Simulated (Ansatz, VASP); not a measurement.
# Si (Silicon) in two plane-wave programs, part 2 of 2

One calculation is typed for both programs; each brings its own data sets. How far apart do they land? The cell is taken from a series of VASP runs on this material, whose earlier steps may have relaxed, scaled or displaced it; both programs get it as it stands. Valence electrons are named where the data sets of a main pair hold unlike numbers.

VASP 6.6.1 and Ansatz 0.2.0.

So far: The starting structure; VASP: band structure, PBE0.

## Step 3: Ansatz: band structure, PBE0

Level of this step: Ansatz beside VASP: Kohn-Sham DFT, plane waves, PBE0 (Ansatz).

Ansatz runs on its default PAW (the set named soft_2) files.

The same cell, functional, mesh and smearing now go to Ansatz, which takes its cutoff from its data sets.

The input, input.yaml:

```yaml
crystal:
  lattice:
    - [0.0, 2.71548, 2.71548]
    - [2.71548, 0.0, 2.71548]
    - [2.71548, 2.71548, 0.0]
  atoms:
    - { symbol: Si, position: [0.75, 0.75, 0.75] }
    - { symbol: Si, position: [0.5, 0.5, 0.5] }
hamiltonian:
  xc: pbe0
  pseudopotentials: { kind: paw }
kpoints:
  mp_grid: { grid: [5, 5, 5] }
  band_path:
    path:
      - [0.0, 0.0, 0.0]
      - [0.44444, 0.0, 0.44444]
      - [0.5, 0.0, 0.5]
      - [0.5, 0.22222, 0.72222]
      - [0.40278, 0.34722, 0.75]
      - [0.125, 0.125, 0.25]
      - [0.27778, 0.27778, 0.27778]
      - [0.55556, 0.38889, 0.55556]
      - [0.58333, 0.25, 0.66667]
      - [0.5, 0.30556, 0.69444]
      - [0.48611, 0.48611, 0.52778]
      - [0.625, 0.25, 0.625]
      - [0.5, 0.0, 0.5]
    npoints: 1
scf:
  occupations: { method: gaussian, width: 0.03 }
  n_extra_bands: 7
output:
  forces: true
  stress: true
  eigenvalues: true
```

The run is started by

```console
> ansatz run input.yaml --threads 4 --pin off --max-ram 9216MiB --backend cpu --events-out ev --progress --plain --runs-dir out
```

Numbers of over 12 decimals in the logs are rounded to 6 here.

Log:

```text
Warning: output.stress: scf.convergence.dr2_threshold = 1e-7 eV (the SCF's general default) is looser than the 2e-10 eV advised for a printed stress (1e-10 eV for each atom of the cell: 2). What an SCF threshold leaves in a stress goes as its square root, and in the free energy as the threshold itself, and one threshold admits the most on a small cell: [figures from the program's tests cut] Set scf.convergence.dr2_threshold to 2e-10 eV or tighter. The threshold is an SCF's pass mark: one that does not reach it within its budget of iterations ends unconverged, or closes short of it on a stop that the run arms, and scf.convergence.dr2_threshold's page says what that costs each kind of run
Warning: output.stress: scf.exx.energy_threshold = 1e-6 eV is looser than the 2e-8 eV advised for a stress under a hybrid functional (1e-8 eV for each atom of the cell: 2). Every SCF of the exchange loop can meet its threshold on dr2 while the loop round them stops early: no threshold on dr2 bounds what that leaves in the stress. Set scf.exx.energy_threshold to 2e-8 eV or tighter. The threshold is the loop's pass mark: a loop that does not reach it within its budget of cycles ends unconverged, and scf.exx.energy_threshold's page has the law
scf.n_extra_bands = 7 over 4 filled bands (N_el = 8.0): the run solves 11 bands
Engine: ansatz 0.2.0, x86_64-unknown-linux-gnu
Pseudopotentials: kind: paw
Pseudopotential: Si, paw, valence charge 4, recommended cutoff 420 eV (normal), Si.paw.azcp
Functional definition: PBE0
  parameter a = 0.25
  parameter kappa = 0.804
  parameter beta = 0.066725
  exchange = (1 - a)*pbe_x(kappa = kappa, mu = beta*pi^2/3) + a*exact_x
  correlation = pbe_c(beta = beta)
Crystal: 2 atoms, lattice volume = 40.047 Å³
Basis set: ecut = 420 eV, 749 PW (Γ), exchange–correlation on 54×54×54 points (8 copies of the dense FFT grid, shifted against one another)
Bands: 11, of which v1, the nominal top of the filled ones, is band 4 counted from 1 (3 counted from 0)
Symmetry: 48 space group operations
Space group: Fd-3m (ITA 227), of the structure as read, at distance tolerance 3.4e-5 Å
k-points: 10 of 125
Non-local potential: Si, projectors of the file, l = 0: 2, l = 1: 2, l = 2: 2
PAW form: soft (Blöchl's): semilocal exchange-correlation on the pseudo side does not see the compensation charge
PAW frozen core: Si, regenerated for the run's functional, and the local potential with it (the file was generated under x = pbe(κ = 0.804, μ = 0.219515), c = pbe(β = 0.066725))
PAW one-centre angular grid: Si, 110 points (default); XC on 64 Gauss nodes
Initial density: superposition of atomic densities (neutral atoms: chi_scale 0, normalization atom), corrected by the library's trained network
Initial wavefunctions: pseudopotential atomic-orbital guess
Functional: x = pbe(κ = 0.804, μ = 0.219515), c = pbe(β = 0.066725), warm-up for x = 0.75 pbe(κ = 0.804, μ = 0.219515) + 0.25 exact, c = pbe(β = 0.066725)
SCF iter   1: F=—  HF=-1271.543885 eV  |F-HF|=—  |Δ(HF+E_count)|=         —  Δρ=6.89e-4  dr2=1.61e-4  ethr=1.77e-3  ⟨swp⟩=7.8  Hψ=556  notcnv=0
preconditioner: auto → none  [insulator: Δε(μ)=0.573 eV  Ē_g=11.848 eV  σ=0.030 eV  W_gap=1.00  n_scr=8 (ndim 8)  ℏωp=16.6 eV  f_vac=0.000  D(μ)=0.00/eV (n_scr^D=0)]
SCF iter   2: F=-1271.544030 eV  HF=-1271.543989 eV  |F-HF|=4.15e-5  |Δ(HF+E_count)|=   1.04e-4  Δρ=3.29e-4  dr2=2.67e-5  ethr=2.01e-6  ⟨swp⟩=4.1  Hψ=254  notcnv=0  defer=4
SCF 1 stopped early in 2 iterations: F = -1271.544030 eV  dr2 = 2.67e-5
  greatest PAW one-centre occupation: 0.631 electrons in one spin orbital (limit 2), on the Si atom at site 1 (counted from 0), in its partial waves of l = 0
Initial density: handed on by an earlier stage of this run
Initial wavefunctions: those handed on with the density
Functional: x = 0.75 pbe(κ = 0.804, μ = 0.219515) + 0.25 exact, c = pbe(β = 0.066725)
Frozen-core exchange: fock
SCF iter   1: F=—  HF=-1272.873664 eV  |F-HF|=—  |Δ(HF+E_count)|=         —  Δρ=3.01e-3  dr2=2.63e-3  ethr=3.34e-6  ⟨swp⟩=6.5  Hψ=524  notcnv=0
preconditioner: auto → none  [insulator: Δε(μ)=1.751 eV  Ē_g=14.129 eV  σ=0.030 eV  W_gap=1.00  n_scr=8 (ndim 8)  ℏωp=16.6 eV  f_vac=0.000  D(μ)=0.00/eV (n_scr^D=0)]
SCF iter   2: F=—  HF=-1272.872640 eV  |F-HF|=—  |Δ(HF+E_count)|=   1.02e-3  Δρ=1.38e-3  dr2=1.16e-3  ethr=3.34e-6  ⟨swp⟩=3.0  Hψ=189  notcnv=0
SCF iter   3: F=—  HF=-1272.876427 eV  |F-HF|=—  |Δ(HF+E_count)|=   3.79e-3  Δρ=5.22e-4  dr2=9.45e-5  ethr=3.34e-6  ⟨swp⟩=3.5  Hψ=203  notcnv=0
iter 4 solved again at ethr=7.81e-8 eV; its pass at ethr=9.08e-7 eV (dr2=6.25e-6 eV) is discarded
SCF iter   4: F=—  HF=-1272.876498 eV  |F-HF|=—  |Δ(HF+E_count)|=   7.14e-5  Δρ=1.41e-4  dr2=6.93e-6  ethr=7.81e-8  ⟨swp⟩=2.1  Hψ=305  notcnv=0
SCF iter   5: F=-1272.876495 eV  HF=-1272.876496 eV  |F-HF|=2.14e-7  |Δ(HF+E_count)|=   2.28e-6  Δρ=2.17e-5  dr2=5.34e-7  ethr=7.81e-8  ⟨swp⟩=2.0  Hψ=150  notcnv=0
SCF 2 stopped early in 5 iterations: F = -1272.876495 eV  dr2 = 5.34e-7
  greatest PAW one-centre occupation: 0.634 electrons in one spin orbital (limit 2), on the Si atom at site 1 (counted from 0), in its partial waves of l = 0
hybrid outer 1: dexx = +4.925e-3 eV, tail = 2.35e-6 eV
Frozen-core exchange: fock
SCF iter   1: F=—  HF=-1272.876493 eV  |F-HF|=—  |Δ(HF+E_count)|=         —  Δρ=1.31e-5  dr2=3.62e-8  ethr=1.47e-7  ⟨swp⟩=5.5  Hψ=342  notcnv=0
preconditioner: auto → none  [insulator: Δε(μ)=1.812 eV  Ē_g=14.140 eV  σ=0.030 eV  W_gap=1.00  n_scr=8 (ndim 8)  ℏωp=16.6 eV  f_vac=0.000  D(μ)=0.00/eV (n_scr^D=0)]
SCF iter   2: F=-1272.876493 eV  HF=-1272.876493 eV  |F-HF|=1.13e-9  |Δ(HF+E_count)|=   3.58e-8  Δρ=6.52e-6  dr2=4.72e-9  ethr=3.69e-10  ⟨swp⟩=3.4  Hψ=200  notcnv=0
SCF 3 converged in 2 iterations: F = -1272.876493 eV  dr2 = 4.72e-9
  Residual-converged pass: ⟨swp⟩=3.0  Hψ=180  notcnv=0  max |occ|·‖R‖ = 2.1e-6 eV (tolerance 2.4e-6 eV)  dr2=4.78e-9  dr2_onsite=4.23e-10  max |Δocc| = 0.0e0
hybrid outer 2: dexx = +5.405e-8 eV, tail = 1.10e-8 eV, Δε = 3.08e-4 eV (about 2.31e-5 eV left of the loop's levels)
NSCF: frozen V_eff on 13 k-points
hybrid SCF converged: 2 outer / 7 inner (+2 warm-up), last move |dexx| = 5.41e-8 eV, tail = 1.10e-8 eV
Stability not checked: this state was not tested for a lower state beside it, because the functional holds exact exchange (a hybrid, or Hartree-Fock), whose exchange loop this test does not read (fock_operator; see scf.lower_state_search)
Free energy (F): -1272.876493 eV
Frozen-core exchange: fock
Harris-Foulkes:  -1272.876493 eV  (|F-HF|=1.13e-9)
Internal energy: -1272.876493 eV  (E = F + TS)
E sigma→0 (E₀):  -1272.876493 eV
Fermi energy:    6.463159 eV
--- Per-component energies (eV) ---
  E_band       = -0.642209
  E_kinetic    = 81.194992
  E_local      = -53.959296  (includes V_loc(G=0)·N_el)
  E_nonlocal   = 50.644329
  E_hartree    = 15.066050
  E_xc         = -85.615218
  E_vxc        = -73.055845  (∫ρ·V_xc dr)
  E_exx        = -14.434776  (= α·E_x^exact, valence–valence)
  E_paw        = -1037.138490  (= ΣΔE_a)
  E_vpaw       = -6.728803  (= ΣTr[D̂ρ^β])
  E_aug_tail   = 0.000012  (compensation charges beyond the density's cutoff)
  E_ewald      = -228.520872
  E_core_change = -0.113223  (= ΣΔE_core)
  E_smearing   = -0.000000  (= −TS)
  E_closure    = 0.000000  (closes the sum)
  Σ components = -1272.876493   (vs F -1272.876493, Δ=0.00e0)
--- Forces (eV/Å), atoms counted from 1 ---
  atom   1  Si     0.00000000    -0.00000000    -0.00000000
  atom   2  Si     0.00000000    -0.00000000    -0.00000000
  max |Σ_I F_I| component: 6.48e-17 eV/Å
--- Stress (GPa, compression-positive) ---
        0.508995      -0.000000       0.000000
       -0.000000       0.508995      -0.000000
        0.000000       0.000000       0.508995
  P = ⅓ Tr σ = 0.5090 GPa (5.090 kbar)
--- Band table (eV; the first three rows and the last of 10) ---
  k-point 0: bands = [-7.8245, 5.5572, 5.5572, 5.5572, 9.5513, 9.5513, 9.5513, 10.5735, ... 3 higher]
  k-point 1: bands = [-7.2506, 2.2477, 4.9345, 4.9345, 9.2053, 10.4186, 10.4186, 13.3557, ... 3 higher]
  k-point 2: bands = [-5.7326, -1.4623, 4.3055, 4.3055, 8.5608, 10.4655, 10.4655, 15.0045, ... 3 higher]
  k-point 9: bands = [-4.3108, -1.7828, 1.1500, 2.2676, 10.4145, 10.7602, 11.6156, 15.1702, ... 3 higher]
```

Elapsed: 13 s, on 4 threads of Intel Xeon at 2.60GHz (Ice Lake), shared host; peak memory 0.58 GiB.

In the SCF lines HF is the Harris–Foulkes energy and dr2 the Hartree energy of the density residual, in eV; the loop may stop once dr2 is under the threshold and the program's other checks hold. Hψ counts applications of the Hamiltonian.

## Step 4: Differences

Known differences besides the potentials themselves: exact exchange at q = 0 is treated differently, which shows on coarse meshes; VASP keeps PBE cores, Ansatz makes them for the functional; the cutoff is 420 eV in Ansatz and 350 eV in VASP; VASP takes a coarser grid for exact exchange (PRECFOCK = Fast). Total energies have different zeros and are not compared.

Compared:

```tsv
quantity	Ansatz	VASP	difference
gap over the path points (eV)	1.822	1.852	-0.030
```

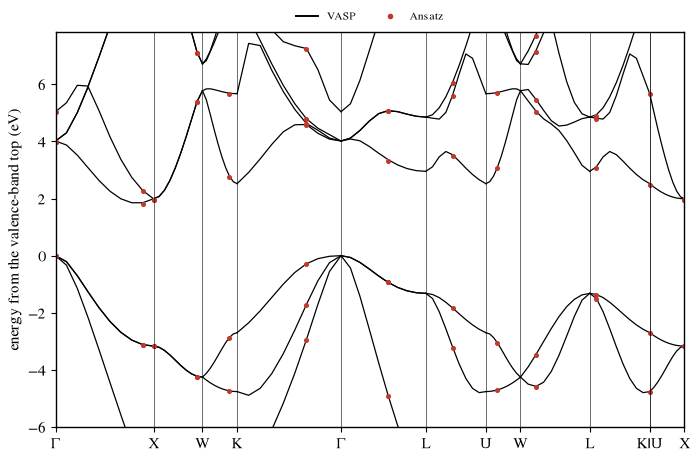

Bands from VASP (lines) and levels from Ansatz (dots). Dots without a line are higher empty bands that the VASP plot leaves out.

Levels at points of the path, from each program's valence-band top (eV; 4 filled, then empty):

```tsv
k (reciprocal lattice)	Ansatz	VASP
0.000 0.000 0.000	-13.38 0.00 0.00 0.00 3.99 3.99 3.99	-13.36 0.00 0.00 0.00 4.01 4.01 4.01
0.444 0.000 0.444	-9.68 -7.75 -3.12 -3.12 1.82 2.25 11.35	-9.67 -7.74 -3.12 -3.12 1.85 2.29 11.38
0.500 0.000 0.500	-8.76 -8.76 -3.17 -3.17 1.96 1.96 12.22	-8.75 -8.75 -3.17 -3.17 1.99 1.99 12.24
0.500 0.222 0.722	-8.57 -8.57 -4.24 -4.24 5.37 5.37 7.10	-8.56 -8.56 -4.22 -4.22 5.40 5.40 7.12
0.403 0.347 0.750	-9.18 -8.10 -4.75 -2.88 2.76 5.67 8.81	-9.17 -8.10 -4.73 -2.87 2.79 5.69 8.84
0.125 0.125 0.250	-12.78 -2.96 -1.73 -0.30 4.56 4.61 4.77	-12.78 -2.94 -1.71 -0.28 4.59 4.63 4.79
0.278 0.278 0.278	-12.29 -4.91 -0.94 -0.94 3.33 5.05 5.05	-12.28 -4.89 -0.94 -0.94 3.36 5.08 5.08
0.556 0.389 0.556	-10.43 -7.65 -3.22 -1.84 3.50 5.59 6.04	-10.42 -7.64 -3.19 -1.83 3.54 5.61 6.07
0.583 0.250 0.667	-9.14 -8.12 -4.72 -3.06 3.06 5.69 8.45	-9.13 -8.12 -4.70 -3.05 3.09 5.71 8.48
0.500 0.306 0.694	-9.37 -7.86 -4.59 -3.48 5.04 5.45 7.14	-9.36 -7.85 -4.58 -3.47 5.07 5.48 7.17
```

Among the levels compared at these points, filled levels agree within 24 meV and empty ones within 33 meV.

## Step 5: Summary of results

```json
{"largest difference of a filled level at the path points (band structure, PBE0)": "24 meV"}
```

In words: The largest difference of a filled level at the path points is 24 meV (band structure, PBE0), within the 80 meV picked in this series as the mark of a large difference. How closely two codes agree says nothing of how well the functional describes the real material.

[Lines on the potential files, build, host, timing and source positions are cut from VASP's logs without a mark.]

[Logs are printed without paths, hosts, clocks, repeated set-up lines and the standing remarks that a program may print on its own settings, such as how far it seeks lower states.]

[Hosts, paths, dates, database ids (printed as entryN), source tags and the programs' standing remarks are cut or masked in the printed files.]
